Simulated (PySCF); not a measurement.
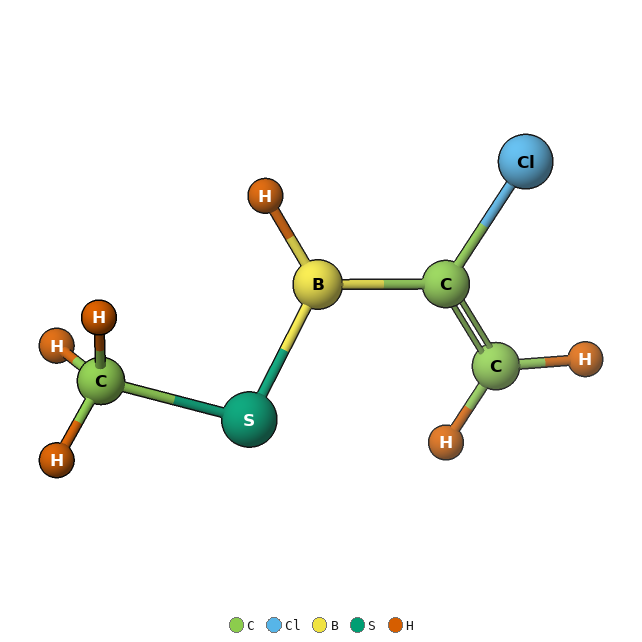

Multiple sticks mark multiple bonds (one Kekulé form).

Question: What is the molecular formula?

Answer: C₃H₆BClS, 12 atoms: 3 carbon, 6 hydrogen, 1 boron, 1 chlorine and 1 sulfur.

Question: Does it have rings?

Answer: It has no ring.

Question: Give the symmetry (Schoenflies symbol).

Answer: C1.

The parts below concern this one geometry. Atoms keep their numbers from picture to picture. The computed structure is the end point of a PBE0-D3(BJ)/def2-SVP optimisation. No frequency run is at hand to confirm it as a minimum.

**Geometry**

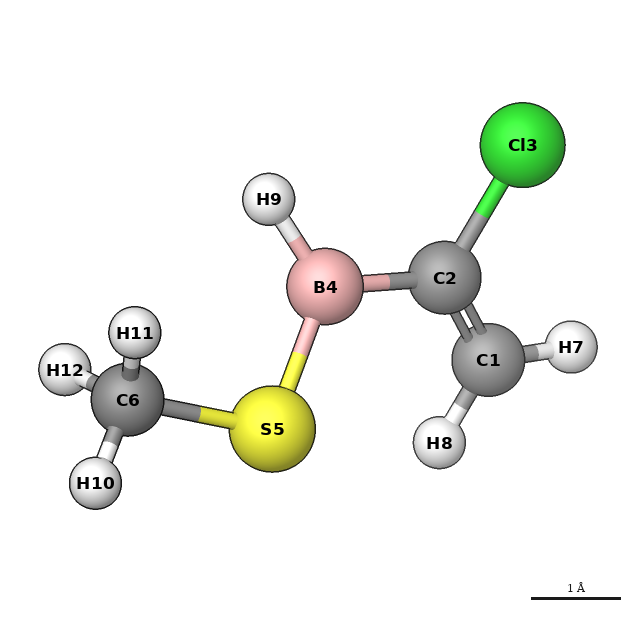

No frequency run is at hand to confirm it as a minimum.

Estimate the angles C2–C1–H7, C2–C1–H8, C1–C2–Cl3, C1–C2–B4, Cl3–C2–B4, C2–B4–S5, C2–B4–H9, S5–B4–H9, B4–S5–C6, S5–C6–H10, S5–C6–H11, S5–C6–H12.

```tsv
angle	degrees
C2–C1–H7	122.4
C2–C1–H8	119.4
C1–C2–Cl3	119.4
C1–C2–B4	125.7
Cl3–C2–B4	114.9
C2–B4–S5	118.5
C2–B4–H9	121.6
S5–B4–H9	119.9
B4–S5–C6	103.9
S5–C6–H10	107.4
S5–C6–H11	110.5
S5–C6–H12	110.6
```

**Spin–spin coupling**

No frequency run is at hand to confirm it as a minimum. Level of theory: B3LYP/cc-pVTZ indirect spin-spin coupling, non-relativistic, gas phase (PySCF 2.14.0). Isotopes: 11B, 13C, 1H, 33S.

Give the spin–spin coupling constants of these pairs, with the number of bonds between them: C2/B4, C1/B4, B4/H7, B4/H8, B4/H11.

```
   pair  bonds apart  J (Hz)
 C2, B4            1    79.2
 C1, B4            2     6.7
 B4, H7            3     6.6
 B4, H8            3     3.6
B4, H11            3     2.9
```

**Dipole moment**

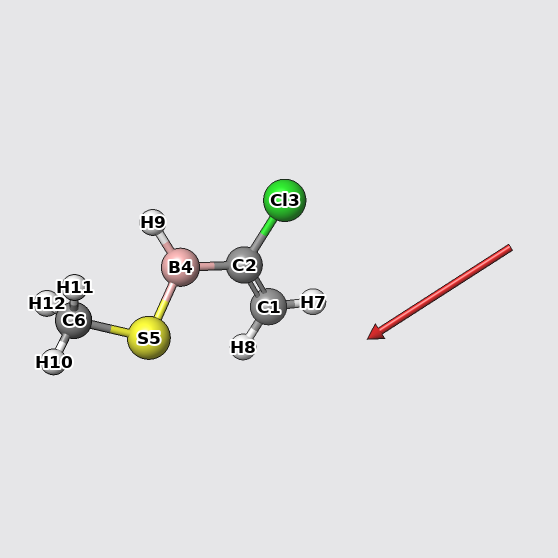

The arrow beside the molecule shows the direction of the dipole moment, from the negative to the positive end (its length means nothing). No frequency run is at hand to confirm it as a minimum. Method: B3LYP/cc-pVTZ, gas phase (PySCF 2.14.0).

Question: Estimate the dipole moment.

Answer: 2.34 D; it points from the side of Cl3 to the side of H10 (the outermost atoms at the two ends).

**Core levels**

No frequency run is at hand to confirm it as a minimum. Properties computed with delta-SCF UKS PBE0, pcX-2 on the ionised atom, pcseg-1 elsewhere, spin-free X2C (PySCF 2.14.0).

Give the core-electron binding energies (to vacuum; p and d levels without spin–orbit splitting) of C1 1s, C2 1s, Cl3 1s, Cl3 2p, B4 1s, S5 1s, S5 2p, C6 1s.

| atom | level | binding energy (eV) |
| --- | --- | --- |
| C1 | 1s | 290.0 |
| C2 | 1s | 291.2 |
| Cl3 | 1s | 2825.5 |
| Cl3 | 2p | 205.9 |
| B4 | 1s | 195.5 |
| S5 | 1s | 2474.5 |
| S5 | 2p | 169.4 |
| C6 | 1s | 291.1 |
